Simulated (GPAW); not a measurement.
**B K-edge XANES of CrB (Cmcm)**

What does one-electron theory with a core hole give for the B K edge of CrB (Cmcm)?

Method: X-ray absorption from dipole matrix elements to empty bands, plane-wave PAW LDA, in GPAW 26.7.0.

## Step 1: Set-up

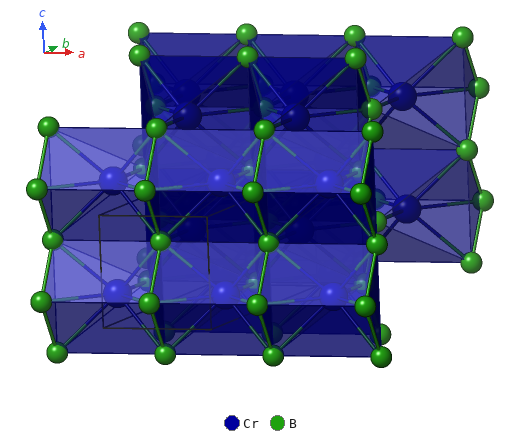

The cell as given, slightly off an axis (chromium blue, boron green). 2×1×2 cells are drawn. This picture shows the conventional cell, with its axes. Some periodic images of atoms are drawn too.

Structure file:

```cif
data_structure
_symmetry_space_group_name_H-M 'P 1'
_symmetry_Int_Tables_number 1
_cell_length_a 4.2001
_cell_length_b 4.2001
_cell_length_c 2.9320
_cell_angle_alpha 90.000
_cell_angle_beta 90.000
_cell_angle_gamma 138.604
_cell_volume 34.20
loop_
_atom_site_label
_atom_site_type_symbol
_atom_site_fract_x
_atom_site_fract_y
_atom_site_fract_z
_atom_site_occupancy
Cr1 Cr 0.14450 0.85550 0.25000 1
Cr2 Cr 0.85550 0.14450 0.75000 1
B3 B 0.43500 0.56500 0.25000 1
B4 B 0.56500 0.43500 0.75000 1
```

## Step 2: The field without a hole

The ground state comes first: it tells whether the system has a gap, which decides how the excited electron is treated.

Input file scf.py:

```python
import numpy as np
from ase import Atoms
from ase.parallel import parprint, paropen
from gpaw import GPAW, PW, FermiDirac, Mixer, MixerDif, setup_paths
from gpaw.test import gen
setup_paths.insert(0, '.')
gen('B', name='nch1s', xcname='LDA', corehole=(1, 0, 0), write_xml=True)
from gpaw.mpi import world
world.barrier()

atoms = Atoms('Cr2B2',
    cell=[[1.4845, -3.929, 0],
     [1.4845, 3.929, 0],
     [0, 0, 2.932]],
    scaled_positions=[[0.1445, 0.8555, 0.25],
     [0.8555, 0.1445, 0.75],
     [0.435, 0.565, 0.25],
     [0.565, 0.435, 0.75]],
    magmoms=[3.0, 3.0, 0.0, 0.0],
    pbc=True)
atoms.calc = calc = GPAW(legacy_gpaw=True, mode=PW(430), xc='LDA', setups={2: 'nch1s'},
    kpts={'size': (9, 9, 8), 'gamma': True}, occupations=FermiDirac(0.05),
    charge=0, mixer=MixerDif(0.05, 8, 50), maxiter=150,
    convergence={'density': 0.0001}, txt='scf.txt')
energy = atoms.get_potential_energy() + calc.get_reference_energy()
ef = calc.get_fermi_level()
out = dict(energy=energy, fermi=ef, forces=atoms.get_forces().tolist(), magmoms=atoms.get_magnetic_moments().tolist())
parprint(f'all-electron energy {energy:.4f} eV, Fermi level {ef:.4f} eV')
ev = np.array([[calc.get_eigenvalues(k, s) for k in range(len(calc.get_ibz_k_points()))] for s in range(calc.get_number_of_spins())])
out['homo'], out['lumo'], out['counts'] = ev[ev < ef].max(), ev[ev > ef].min(), sorted(set((ev < ef).sum((0, 2)).tolist()))
out['filled'] = (ev[:, 0] < ef).sum(1).tolist()
import json
with paropen('out.json', 'w') as f:
    json.dump(out, f)
```

On the command line:

```bash
> OMP_NUM_THREADS=1 mpirun -n 4 gpaw python scf.py
```

Numbers of over 12 decimals in the logs are rounded to 6 here.

The log of the run:

```text
Input parameters:
  convergence: {density: 0.0001}
  kpts: {gamma: True,
         size: (9, 9, 8)}
  maxiter: 150
  mixer: {backend: pulay,
          beta: 0.05,
          method: difference,
          nmaxold: 8,
          weight: 50}
  mode: {ecut: 430.0,
         name: pw}
  occupations: {fixmagmom: False,
                name: fermi-dirac,
                width: 0.05}
  setups: {2: nch1s}

Initialize ...

[... PAW data sets ...]

Reference energy: -58378.595294  # eV

Spin-polarized calculation.
Initial magnetic moment: 6.000000

[... convergence settings ...]
Symmetries present (total): 2
  [... symmetry matrices ...]

648 k-points: 9 x 9 x 8 Monkhorst-Pack grid + [0.000000,0.000000,1/16]
185 k-points in the irreducible part of the Brillouin zone
       k-points in crystal coordinates                weights
   0:     0.00000000    0.00000000    0.00000000          1/648
   1:     0.00000000    0.00000000    0.12500000          2/648
   2:     0.00000000    0.00000000    0.25000000          2/648
   3:     0.00000000    0.00000000    0.37500000          2/648
   4:     0.00000000    0.00000000    0.50000000          1/648
   5:     0.11111111   -0.11111111   -0.37500000          2/648
   6:     0.11111111   -0.11111111   -0.25000000          2/648
   7:     0.11111111   -0.11111111   -0.12500000          2/648
   8:     0.11111111   -0.11111111    0.00000000          2/648
   9:     0.11111111   -0.11111111    0.12500000          2/648
          ...
 184:     0.44444444    0.44444444    0.50000000          2/648

Wave functions: Plane wave expansion
  Cutoff energy: 430.000 eV
  Number of coefficients (min, max): 661, 706
  Pulay-stress correction: 0.000000 eV/Ang^3 (de/decut=0.000000)
  Using FFTW library
  Wavefunction extrapolation:
    Improved wavefunction reuse through dual PAW basis

Occupation numbers: Fermi-Dirac:
  width: 0.0500  # eV

Eigensolver
   Davidson(niter=2)

Densities:
  Coarse grid: 21*21*15 grid
  Fine grid: 42*42*30 grid
  Total Charge: 0.000000

Density mixing:
  Method: difference
  Backend: pulay
  Linear mixing parameter: 0.05
  old densities: 8
  Width of damping distribution: 1.1
  Damping of long wavelength oscillations: 50

[... Hamiltonian set-up ...]
Number of atoms: 4
Number of atomic orbitals: 26
Number of bands in calculation: 19
Number of valence electrons: 18
Bands to converge: occupied

... initialized

Initializing position-dependent things.

Density initialized from atomic densities
Creating initial wave functions:
  19 bands from LCAO basis set

         B Cr
       CrB

Atomic positions and initial magnetic moments

Positions:
   0 Cr     1.484500    2.793519    0.733000    ( 0.0000,  0.0000,  3.0000)
   1 Cr     1.484500   -2.793519    2.199000    ( 0.0000,  0.0000,  3.0000)
   2 B      1.484500    0.510770    0.733000    ( 0.0000,  0.0000,  0.0000)
   3 B      1.484500   -0.510770    2.199000    ( 0.0000,  0.0000,  0.0000)

Unit cell:
           periodic     x           y           z      points  spacing
  1. axis:    yes    1.484500   -3.929000    0.000000    21     0.1323
  2. axis:    yes    1.484500    3.929000    0.000000    21     0.1323
  3. axis:    yes    0.000000    0.000000    2.932000    15     0.1955

  Lengths:   4.200093   4.200093   2.932000
  Angles:   90.000000  90.000000 138.603710

Effective grid spacing dv^(1/3) = 0.1729

iter:   1   -37.863792                   +5.9911
iter:   2   -38.459431   -0.94  -1.06    +3.3489
iter:   3   -38.098683   -1.00  -1.12    +1.2051
iter:   4   -38.156942   -2.20  -1.58    +0.8314
iter:   5   -38.137065   -2.03  -1.49    +0.3953
iter:   6   -38.114158   -1.82  -1.71    +0.0539
iter:   7   -38.117331   -2.20  -2.42    +0.0370
iter:   8   -38.118740c  -2.48  -2.41    +0.0198
iter:   9   -38.118339c  -2.81  -2.40    +0.0201
iter:  10   -38.120212c  -2.82  -2.26    +0.0164
iter:  11   -38.120573c  -3.08  -3.01    +0.0103
iter:  12   -38.120851c  -3.30  -3.21    +0.0035
iter:  13   -38.120827c  -3.51  -3.03    -0.0013
iter:  14   -38.120810c  -3.74  -3.29    -0.0001
iter:  15   -38.120907c  -3.92  -3.28    -0.0001
iter:  16   -38.120932c  -4.09  -3.78    -0.0000
iter:  17   -38.120945c  -4.22  -3.83    -0.0000
iter:  18   -38.120957c  -4.36  -4.24c   +0.0000
iter:  19   -38.120967c  -4.56  -4.43c   -0.0000
iter:  20   -38.120972c  -4.72  -4.49c   +0.0001
iter:  21   -38.120978c  -4.85  -4.70c   +0.0001
iter:  22   -38.120980c  -5.08  -4.73c   +0.0001
iter:  23   -38.120982c  -5.28  -4.79c   +0.0001
iter:  24   -38.120983c  -5.44  -4.72c   +0.0001
[...]
iter:  36   -38.120987c  -7.00  -4.73c   -0.0000
iter:  37   -38.120988c  -7.12  -4.77c   -0.0000
iter:  38   -38.120988c  -7.20  -4.73c   -0.0000
iter:  39   -38.120988c  -7.46c -4.70c   -0.0000

Converged after 39 iterations.

Dipole moment: (-0.000000, -0.000000, -0.000000) |e|*Ang

Total magnetic moment: (0.000000, 0.000000, -0.000001)
Local magnetic moments:
   0 Cr ( 0.000000,  0.000000, -0.000002)
   1 Cr ( 0.000000,  0.000000, -0.000002)
   2 B  ( 0.000000,  0.000000,  0.000000)
   3 B  ( 0.000000,  0.000000,  0.000000)

Energy contributions relative to reference atoms: (reference = -58378.595294)

Kinetic:        -20.200551
Potential:       +9.856020
External:        +0.000000
XC:             -28.040866
Entropy (-ST):   -0.024825
Local:           +0.276821
SIC:             +0.000000
--------------------------
Free energy:    -38.133400
Extrapolated:   -38.120988

Spin contamination: 0.000002 electrons
Showing only first 2 kpts
                      Up                     Down
 Kpt  Band  Eigenvalues  Occupancy  Eigenvalues  Occupancy
  0     7     10.78442    1.00000     10.78442    1.00000
  0     8     11.29253    0.99473     11.29253    0.99474
  0     9     11.44431    0.90076     11.44431    0.90076
  0    10     11.89753    0.00105     11.89753    0.00105

  1     7     10.35947    1.00000     10.35947    1.00000
  1     8     11.48440    0.80281     11.48440    0.80281
  1     9     11.48444    0.80267     11.48444    0.80268
  1    10     11.95408    0.00034     11.95408    0.00034

Fermi level: 11.55460

No gap
No difference between direct/indirect transitions

Forces in eV/Ang:
  0 Cr    0.00000    0.05572   -0.00006
  1 Cr    0.00000   -0.05572    0.00006
  2 B     0.00000   -0.08602   -0.00006
  3 B     0.00000    0.08602    0.00006
Scalar-relativistic atomic LDA calculation for B (Boron, Z=5)
Core hole in 1s state (1s occupation: 2.0)
300 radial gridpoints.
|------------------------------------------------|
|------------------------------------------------|
[... the atom generator's iteration count ...]

Energy contributions:
-------------------------
Kinetic:      +24.180604
XC:            -3.523894
Potential:    -45.007336
-------------------------
Total:        -24.350626

state      eigenvalue         ekin         rmax
-----------------------------------------------
1s^2.0 :    -6.565858    10.670813        0.212
2s^2.0 :    -0.344821     1.048488        1.518
2p^1.0 :    -0.136481     0.742001        1.561
-----------------------------------------------
(units: Bohr and Hartree)

Generating PAW setup
Kinetic energy of the core from tauc = 21.348427
Cutoffs:
rc(s)=1.200
rc(p)=1.200
rc(d)=1.200
rc(vbar)=1.080
rc(comp)=1.200
rc(nct)=1.200

Kinetic energy of the core states: 21.341627
Charge: 0.0
Core electrons: 2.0
Valence electrons: 3.0
Pseudo-core charge: 0.117059
Shape function alpha=6.944
Pseudo-electron charge 3.110279
state    eigenvalue         norm
--------------------------------
2s(2) :    -0.344821     1.005361
*s    :     0.655179
2p(1) :    -0.136481     0.982498
*p    :     0.863519
*d    :     0.000000
--------------------------------

Diagonalizing with gridspacing h=0.050

state   all-electron     PAW
-------------------------------
2s:      -0.344821    -0.345234
2p:      -0.136481    -0.136840
*d:                    0.041809
*f:                    0.072211
-------------------------------
all-electron energy -58416.7163 eV, Fermi level 11.5546 eV
```

Run time: 93 s. Hardware: 4 MPI ranks of Arm Neoverse V1, shared host; peak memory 0.24 GiB; 6.2 min of CPU time.

The mesh shows no gap, so the system is treated as a metal and the core electron is put at the Fermi level (neutral cell).

## Step 3: Spectrum without a core hole, B atom 3

This cheap baseline ignores the attraction of the hole: it shows the absorber's empty states as they are in the ground state. The data set with a hole of occupation 0 only carries the core orbital.

The absorber has 2 B at 1.79 Å, 4 Cr at 2.18 Å, 2 Cr at 2.22 Å and 1 Cr at 2.28 Å (9-fold, site symmetry m2m).

Input file xas.py:

```python
import numpy as np
from ase import Atoms
from ase.parallel import parprint, paropen
from gpaw import GPAW, PW, FermiDirac, Mixer, MixerDif, setup_paths
from gpaw.test import gen
setup_paths.insert(0, '.')
gen('B', name='nch1s', xcname='LDA', corehole=(1, 0, 0), write_xml=True)
from gpaw.mpi import world
world.barrier()

atoms = Atoms('Cr2B2',
    cell=[[1.4845, -3.929, 0],
     [1.4845, 3.929, 0],
     [0, 0, 2.932]],
    scaled_positions=[[0.1445, 0.8555, 0.25],
     [0.8555, 0.1445, 0.75],
     [0.435, 0.565, 0.25],
     [0.565, 0.435, 0.75]],
    magmoms=[3.0, 3.0, 0.0, 0.0],
    pbc=True)
atoms.calc = calc = GPAW(legacy_gpaw=True, mode=PW(430), xc='LDA', setups={2: 'nch1s'},
    kpts={'size': (12, 12, 12), 'gamma': True}, occupations=FermiDirac(0.1),
    charge=0, mixer=MixerDif(0.05, 8, 50), maxiter=150,
    convergence={'density': 0.0001}, txt='scf.txt')
energy = atoms.get_potential_energy() + calc.get_reference_energy()
ef = calc.get_fermi_level()
out = dict(energy=energy, fermi=ef, forces=atoms.get_forces().tolist(), magmoms=atoms.get_magnetic_moments().tolist())
parprint(f'all-electron energy {energy:.4f} eV, Fermi level {ef:.4f} eV')
ev = np.array([[calc.get_eigenvalues(k, s) for k in range(len(calc.get_ibz_k_points()))] for s in range(calc.get_number_of_spins())])
out['homo'], out['lumo'], out['counts'] = ev[ev < ef].max(), ev[ev > ef].min(), sorted(set((ev < ef).sum((0, 2)).tolist()))
out['filled'] = (ev[:, 0] < ef).sum(1).tolist()

from ase.units import Ha
from gpaw.xas import dipole_matrix_elements
nb = int(calc.get_number_of_electrons() / 2) + 34
top = nb
nscf = calc.fixed_density(kpts={'size': (7, 7, 7), 'gamma': True},
    convergence={'eigenstates': 1.0}, txt='nscf.txt')
nscf.diagonalize_full_hamiltonian(nbands=nb)
cell = atoms.cell.array
ops = [cell.T @ U.T @ np.linalg.inv(cell.T) for U in nscf.wfs.kd.symmetry.op_scc]
E = np.arange(-25, 34, 0.1)
fwhm = np.interp(E, [4, 25], [0.9, 3.5])
Y, X, zero, highest = 0, 0, 1e9, 1e9
for spin in range(nscf.get_number_of_spins()):
    wfs = nscf.wfs
    A = dipole_matrix_elements(wfs.setups[2])
    eps = np.zeros((wfs.kd.nibzkpts, nb))
    d = np.zeros((3, A.shape[1], wfs.kd.nibzkpts, nb), complex)
    for kpt in wfs.kpt_u:
        if kpt.s == spin and 2 in kpt.P_ani:
            eps[kpt.k] = kpt.eps_n * Ha
            d[:, :, kpt.k] = (kpt.weight * wfs.nspins / 2) ** 0.5 * np.inner(A, kpt.P_ani[2])
    world.sum(eps)
    world.sum(d)
    T = np.einsum('amkn,bmkn->abkn', d, d.conj()).real
    T = sum(np.einsum('ai,ijkn,bj->abkn', R, T, R) for R in ops) / len(ops)
    empty = eps > ef
    zero, highest = min(zero, eps[empty].min()), min(highest, eps[:, top - 1].min())
    lines = [(eps, T, empty)] if spin == 0 else lines + [(eps, T, empty)]
for eps, T, empty in lines:
    f = np.einsum('aakn->akn', T).reshape(3, -1)
    x = eps.ravel() - zero
    w = np.interp(x, E, fwhm) / 2.35482
    g = np.exp(-0.5 * ((E[:, None] - x) / w) ** 2) / (w * (2 * np.pi) ** 0.5)
    Y = Y + (f * empty.ravel()) @ g.T
    X = X + (f * ~empty.ravel()) @ g.T
out.update(E=E.round(2).tolist(), xas=Y.tolist(), xes=X.tolist(), zero=zero, valid=highest - zero, nk=len(eps), nb=nb)
for i in range(0, len(E), 10):
    parprint(f'{E[i]:7.2f}', *(f'{v:10.3e}' for v in Y[:, i]))
import json
with paropen('out.json', 'w') as f:
    json.dump(out, f)
```

On the command line:

```bash
> OMP_NUM_THREADS=1 mpirun -n 4 gpaw python xas.py
```

The log of the run:

```text
Input parameters:
  convergence: {density: 0.0001}
  kpts: {gamma: True,
         size: (12, 12, 12)}
  maxiter: 150
  mixer: {backend: pulay,
          beta: 0.05,
          method: difference,
          nmaxold: 8,
          weight: 50}
  mode: {ecut: 430.0,
         name: pw}
  occupations: {fixmagmom: False,
                name: fermi-dirac,
                width: 0.1}
  setups: {2: nch1s}

Initialize ...

[...]
2s:      -0.344821    -0.345234
2p:      -0.136481    -0.136840
*d:                    0.041809
*f:                    0.072211
-------------------------------
all-electron energy -58416.7164 eV, Fermi level 11.5475 eV
 -25.00 2.423e-251 2.019e-251 1.744e-251
 -24.00 1.359e-241 1.140e-241 1.003e-241
 -23.00 4.861e-232 4.106e-232 3.675e-232
 -22.00 1.110e-222 9.438e-223 8.588e-223
[...]
32.00  6.554e-04  6.595e-04  6.413e-04
  33.00  5.311e-04  5.220e-04  5.173e-04
[key lines of the parts left out:]
Converged after 37 iterations.
Dipole moment: (0.000000, -0.000000, -0.000000) |e|*Ang
Free energy:    -38.170999
Fermi level: 11.54748
```

Run time: 4.8 min. Hardware: 4 MPI ranks; peak memory 0.39 GiB; 19 min of CPU time.

The B K spectrum, B atom 3, no core hole (energy from the lowest empty level; intensity scaled to a mean of 1 over the first 20 eV; polarised curves are means over the symmetry-equivalent atoms):

| E (eV) | isotropic | ε ∥ x | ε ∥ y | ε ∥ z |
| --- | --- | --- | --- | --- |
| -2.0 | 0.00 | 0.00 | 0.00 | 0.00 |
| -0.5 | 0.03 | 0.03 | 0.02 | 0.03 |
| 1.0 | 0.44 | 0.42 | 0.31 | 0.58 |
| 2.5 | 0.61 | 0.40 | 0.55 | 0.88 |
| 4.0 | 0.92 | 0.73 | 1.45 | 0.56 |
| 5.5 | 1.06 | 2.19 | 0.92 | 0.06 |
| 7.0 | 1.00 | 2.35 | 0.25 | 0.42 |
| 8.5 | 0.90 | 0.40 | 1.02 | 1.28 |
| 10.0 | 1.17 | 0.35 | 1.79 | 1.37 |
| 11.5 | 1.47 | 0.69 | 2.01 | 1.71 |
| 13.0 | 1.19 | 0.88 | 1.09 | 1.59 |
| 14.5 | 1.18 | 1.10 | 0.91 | 1.52 |
| 16.0 | 1.04 | 1.08 | 0.89 | 1.13 |
| 17.5 | 1.02 | 1.05 | 1.01 | 1.01 |
| 19.0 | 0.98 | 1.16 | 0.81 | 0.97 |
| 20.5 | 0.90 | 1.01 | 0.65 | 1.03 |
| 22.0 | 0.67 | 0.55 | 0.57 | 0.88 |
| 23.5 | 0.50 | 0.36 | 0.56 | 0.57 |
| 25.0 | 0.52 | 0.49 | 0.62 | 0.45 |
| 26.5 | 0.57 | 0.59 | 0.68 | 0.44 |
| 28.0 | 0.64 | 0.63 | 0.77 | 0.52 |

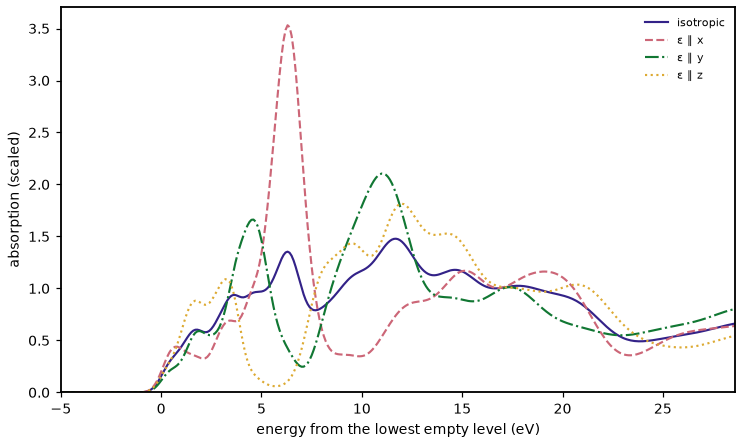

The B K edge, B atom 3, no core hole: main maxima at 6.3, 11.7 and 14.6 eV.

Main maxima below 24 eV (height): 3.6 eV (0.94), 6.3 eV (1.35), 11.7 eV (1.48), 14.6 eV (1.18) and 17.8 eV (1.03). A K edge sees empty p states on the absorber.

The same matrix elements for filled bands give the B K emission of B atom 3 (ground-state approximation; energy from the lowest empty level, largest value 1):

| E (eV) | emission |
| --- | --- |
| -24.0 | 0.00 |
| -22.5 | 0.00 |
| -21.0 | 0.00 |
| -19.5 | 0.00 |
| -18.0 | 0.00 |
| -16.5 | 0.00 |
| -15.0 | 0.00 |
| -13.5 | 0.00 |
| -12.0 | 0.02 |
| -10.5 | 0.07 |
| -9.0 | 0.08 |
| -7.5 | 0.14 |
| -6.0 | 0.27 |
| -4.5 | 0.79 |
| -3.0 | 0.74 |
| -1.5 | 0.11 |
| 0.0 | 0.07 |
| 1.5 | 0.00 |
| 3.0 | 0.00 |

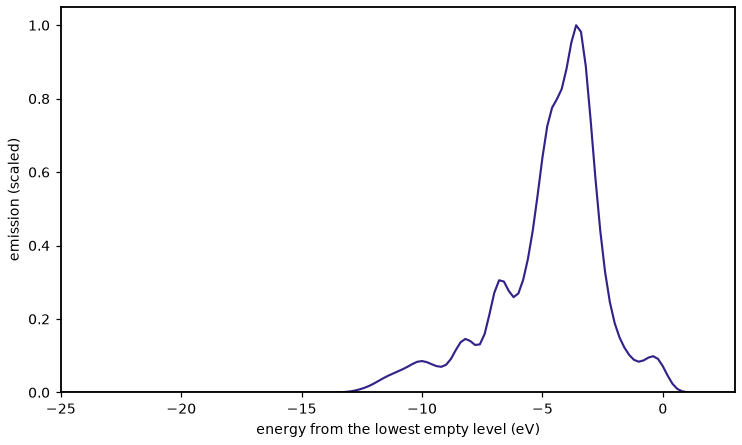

X-ray emission from the filled bands.

Emission maxima: -3.6 eV (1.00).

## Step 4: Supercell without a hole, the energy reference

The photon energy needs a difference of total energies, so the cell and mesh of the coming hole run are first run without a hole.

scf.py: that of step 2 with these lines changed.

```diff
@@ -10,14 +10,38 @@
 
-atoms = Atoms('Cr2B2',
-    cell=[[1.4845, -3.929, 0],
-     [1.4845, 3.929, 0],
-     [0, 0, 2.932]],
-    scaled_positions=[[0.1445, 0.8555, 0.25],
-     [0.8555, 0.1445, 0.75],
-     [0.435, 0.565, 0.25],
-     [0.565, 0.435, 0.75]],
-    magmoms=[3.0, 3.0, 0.0, 0.0],
+atoms = Atoms('Cr14B14',
+    cell=[[-5.938, 0, 2.932],
+     [-4.4535, 3.929, -2.932],
+     [-4.4535, -3.929, -2.932]],
+    scaled_positions=[[0.96428571, 0.21264286, 0.50164286],
+     [0.25, 0.3555, 0.6445],
+     [0.53571429, 0.49835714, 0.78735714],
+     [0.10714286, 0.78407143, 0.07307143],
+     [0.82142857, 0.64121429, 0.93021429],
+     [0.39285714, 0.92692857, 0.21592857],
+     [0.67857143, 0.06978571, 0.35878571],
+     [0.17857143, 0.35878571, 0.06978571],
+     [0.46428571, 0.50164286, 0.21264286],
+     [0.75, 0.6445, 0.3555],
+     [0.32142857, 0.93021429, 0.64121429],
+     [0.03571429, 0.78735714, 0.49835714],
+     [0.60714286, 0.07307143, 0.78407143],
+     [0.89285714, 0.21592857, 0.92692857],
+     [0.96428571, 0.92214286, 0.79214286],
+     [0.25, 0.065, 0.935],
+     [0.53571429, 0.20785714, 0.07785714],
+     [0.10714286, 0.49357143, 0.36357143],
+     [0.82142857, 0.35071429, 0.22071429],
+     [0.39285714, 0.63642857, 0.50642857],
+     [0.67857143, 0.77928571, 0.64928571],
+     [0.17857143, 0.64928571, 0.77928571],
+     [0.46428571, 0.79214286, 0.92214286],
+     [0.75, 0.935, 0.065],
+     [0.32142857, 0.22071429, 0.35071429],
+     [0.03571429, 0.07785714, 0.20785714],
+     [0.60714286, 0.36357143, 0.49357143],
+     [0.89285714, 0.50642857, 0.63642857]],
+    magmoms=[3.0, 3.0, 3.0, 3.0, 3.0, 3.0, 3.0, 3.0, 3.0, 3.0, 3.0, 3.0, 3.0, 3.0, 0.0, 0.0, 0.0, 0.0, 0.0, 0.0, 0.0, 0.0, 0.0, 0.0, 0.0, 0.0, 0.0, 0.0],
     pbc=True)
-atoms.calc = calc = GPAW(legacy_gpaw=True, mode=PW(430), xc='LDA', setups={2: 'nch1s'},
-    kpts={'size': (9, 9, 8), 'gamma': True}, occupations=FermiDirac(0.05),
+atoms.calc = calc = GPAW(legacy_gpaw=True, mode=PW(430), xc='LDA', setups={14: 'nch1s'},
+    kpts={'size': (3, 3, 3), 'gamma': True}, occupations=FermiDirac(0.1),
     charge=0, mixer=MixerDif(0.05, 8, 50), maxiter=150,
```

On the command line:

```bash
> OMP_NUM_THREADS=1 mpirun -n 4 gpaw python scf.py
```

The log of the run:

```text
Input parameters:
  convergence: {density: 0.0001}
  kpts: {gamma: True,
         size: (3, 3, 3)}
  maxiter: 150
  mixer: {backend: pulay,
          beta: 0.05,
          method: difference,
          nmaxold: 8,
          weight: 50}
  mode: {ecut: 430.0,
         name: pw}
  occupations: {fixmagmom: False,
                name: fermi-dirac,
                width: 0.1}
  setups: {14: nch1s}

Initialize ...

[...]
2s(2) :    -0.344821     1.005361
*s    :     0.655179
2p(1) :    -0.136481     0.982498
*p    :     0.863519
*d    :     0.000000
--------------------------------

Diagonalizing with gridspacing h=0.050

state   all-electron     PAW
-------------------------------
2s:      -0.344821    -0.345234
2p:      -0.136481    -0.136840
*d:                    0.041809
*f:                    0.072211
-------------------------------
all-electron energy -408917.0378 eV, Fermi level 11.5546 eV
[key lines of the parts left out:]
Converged after 52 iterations.
Dipole moment: (0.000000, 0.000000, -0.000000) |e|*Ang
Free energy:   -267.205990
Fermi level: 11.55458
```

It took 7.6 min on 4 MPI ranks; peak memory 0.69 GiB; 31 min of CPU time.

Reference energy: -408917.038 eV with the cores included.

[end of part 1 of 3]

[Banner, clock and machine lines of the logs are left out without a mark of their own.]

[Logs are printed without paths, hosts, clocks, repeated set-up lines and the standing remarks that a program may print on its own settings, such as how far it seeks lower states.]

[Hosts, paths, dates, database ids (printed as entryN), source tags and the programs' standing remarks are cut or masked in the printed files.]

[Lists of maxima count a maximum above −3 eV only where it reaches 4 % of the highest in the window and stands out from its surroundings by 2 % of it (1.5 % where it reaches 55 %); shoulders and weaker maxima are passed over, and of the rest the first, up to two pre-edge ones and the few strongest are named.]
